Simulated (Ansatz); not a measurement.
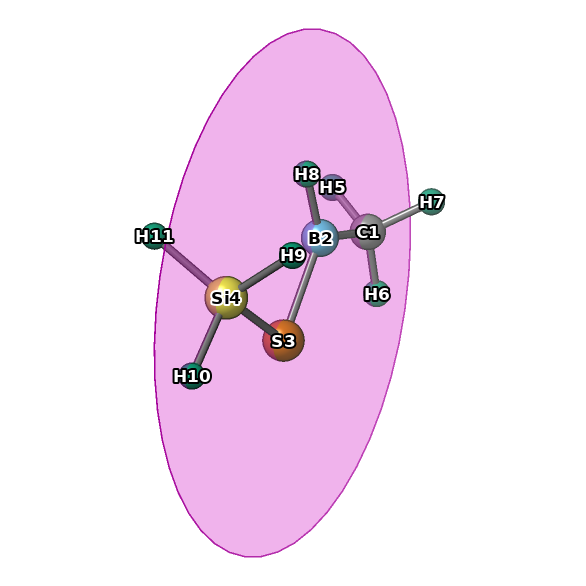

A disc through the centre of mass is drawn in. Depth is shown by fading: the farther an atom, the more it takes the colour of the background. The geometry was computed by an optimisation with PBE0-D4/def2-TZVP.

**Is the plane of the disc a mirror plane of the structure?**

Yes. The reflection leaves C1, B2, S3, Si4, H6, H8, H10 in place and moves H5 ↔ H7; H9 ↔ H11. The point group is Cs.
